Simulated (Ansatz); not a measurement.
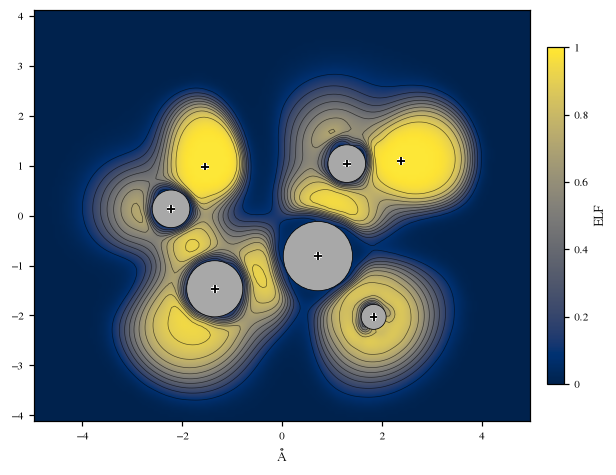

The electron localisation function on a plane through atoms (crosses mark nuclei in the plane; grey discs cover the cores).

These are results of Ansatz 0.2.0, RKS PBE0-D4/def2-TZVPP, not measurements.

Candidates:
A. C2H5NOSi (SMILES N=C=C(O)[SiH3])
B. BrClFH3Si2 (SMILES F[Si]([SiH3])(Cl)Br)
C. C2H6AlFS (SMILES C[S][Al]([CH3])[F])

**Which system is this?**

Candidate C: C2H6AlFS on the plane of atoms Al3, C4 and H11, which holds C, S, Al, F and H. Al–F (1.65 Å): the ELF peaks at about 0.85 in the valence shell of F, 0.6 Å from its nucleus, and is about 0.35 at the midpoint. C–S (1.82 Å): the ELF peaks at about 0.90 between the atoms: localised, covalent bonding.
